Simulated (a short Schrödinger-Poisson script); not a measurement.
Structure: symmetric double-gate stack, Al2O3 on p-type Si(100), at 400 K.

```
layer  material  thickness (nm)  Na (cm⁻³)
-----  --------  --------------  ---------
1         Al2O3             5.1          -
2            Si              10       9e16
3         Al2O3             5.1          -
```

Constants are typed, rounded textbook-type inputs, not results; the design itself was drawn at random and stands for no fabricated device. Al2O3: permittivity 9, conduction-band edge (eV) 2.7, gap (eV) 6.8, electron mass (mₑ) 0.3. Si: permittivity 11.7, conduction-band edge (eV) 0, gap (eV) 1.124, Nv at 300 K (cm⁻³) 3.1e19.

Channel valleys (confinement mass, in-plane density-of-states mass, number): Δ2 0.916, 0.19, 2; Δ4 0.19, 0.417, 4. At the gates, both at one voltage, the conduction-band edge of layer 1 lies 2.83 eV − eVg above the Fermi level of the channel. Gaps are held at their typed values at every temperature. Mesh 0.03 nm at interfaces.

Solved with a short Schrödinger-Poisson script written for these runs: 1D Poisson equation in equilibrium, electrons quantum, Hartree (BenDaniel-Duke, 12 states a valley, the channel's in-plane mass for all, wave functions ending at the dielectric), parabolic valleys, classical holes, full ionisation, no traps, pinning or gate leakage.

Only gate voltages with over 1e8 electrons/cm² are shown.

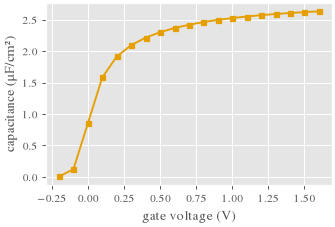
Quasi-static capacitance against gate voltage

| Vg (V) | electrons (cm⁻²) | C (μF/cm²) | Δ2 E0 (meV) | Δ2 E1 (meV) | Δ4 E0 (meV) | Δ4 E1 (meV) |
|---|---|---|---|---|---|---|
| -0.2 | 1.59e9 | 0.00749 | 340.3 | 352.4 | 356.0 | 415.1 |
| 0 | 2.91e11 | 0.852 | 161.1 | 172.0 | 176.9 | 234.8 |
| 0.2 | 2.18e12 | 1.91 | 91.9 | 96.9 | 109.9 | 161.2 |
| 0.4 | 4.78e12 | 2.21 | 60.8 | 62.3 | 86.3 | 131.0 |
| 0.6 | 7.64e12 | 2.37 | 38.3 | 38.8 | 73.9 | 113.3 |
| 0.8 | 1.07e13 | 2.46 | 20.3 | 20.5 | 65.9 | 101.4 |
| 1 | 1.38e13 | 2.52 | 5.3 | 5.4 | 60.2 | 92.6 |
| 1.2 | 1.70e13 | 2.57 | -7.8 | -7.8 | 55.8 | 85.6 |
| 1.4 | 2.02e13 | 2.60 | -19.6 | -19.6 | 52.1 | 79.8 |
| 1.6 | 2.35e13 | 2.63 | -30.5 | -30.5 | 49.0 | 74.9 |

Subbands count from the Fermi level. The capacitance is that of both gates.
